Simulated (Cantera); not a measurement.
Input: 1 mol SiC, 0.01 mol O₂, 13 mol N₂, at 0.0980 bar.

Method: chemical equilibrium by Gibbs-energy minimisation in Cantera with the NASA 1993 tables (ideal gas, pure condensed phases). Candidate condensed phases: C, Si, SiC, SiO₂, Si₂N₂O, Si₃N₄; 34 gas species. N₂ is the only nitrogen source here; it is nearly inert below about 1500 K, so the nitride shown seldom forms there in practice. Mutual solubility and eutectic melting of coexisting phases are not modelled. Rates play no part.

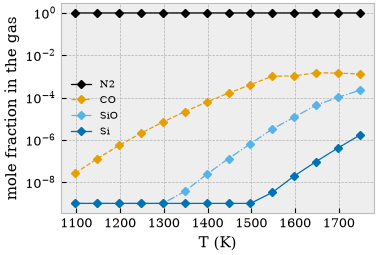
Figure: Equilibrium gas composition (values under 1e-9 drawn at 1e-9)

From 1098 K to 1498 K the condensed part is C(graphite) + Si₂N₂O(s) + Si₃N₄(s). At 1548 K the condensed part is SiC(s) + Si₂N₂O(s). At 1598 K the condensed part is SiC(s) + Si₂N₂O(s) + Si₃N₄(s). From 1648 K to 1748 K the condensed part is SiC(s) + Si₃N₄(s).
